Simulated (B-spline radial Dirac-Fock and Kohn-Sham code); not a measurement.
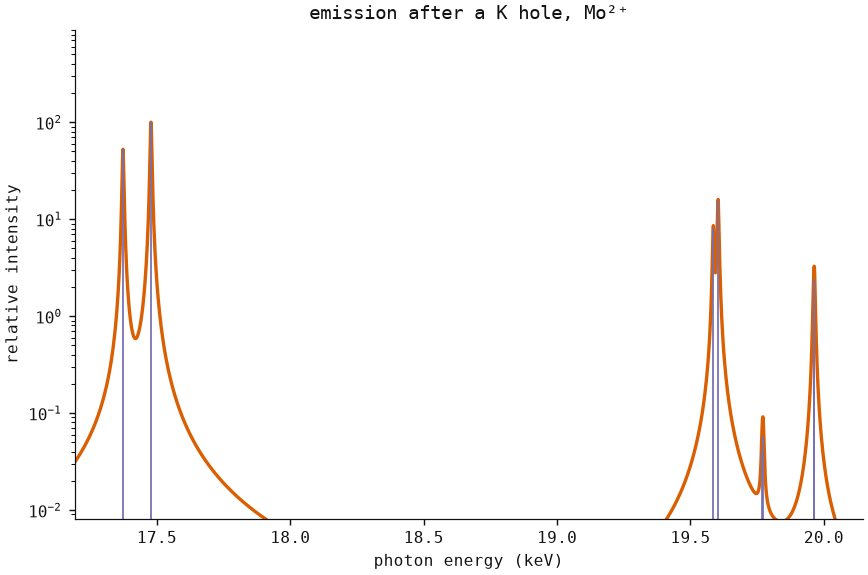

**Figure.** X-ray emission lines that fill a K (1s) hole, broadened by a Lorentzian of 6.6 eV full width, on a logarithmic intensity axis. Multiplet splitting by the open shell is left out. Species: the ion Mo²⁺, configuration [Kr] 4d4. Method: independent-particle rates on relativistic LDA orbitals of the hole state (multipoles to L = 3), energies from Dirac–Fock ΔSCF (computed with a B-spline radial atomic code).

The strongest line is K-L3 (Kα1) at 17.478 keV with 55.6 % of the photons, then K-L2 (Kα2) at 17.373 keV (29 %), K-M3 (Kβ1) at 19.603 keV (8.7 %), K-M2 (Kβ3) at 19.586 keV (4.5 %), K-N3 at 19.964 keV (1.3 %). The hole has a width of 4.42 eV and a fluorescence yield of 0.764.
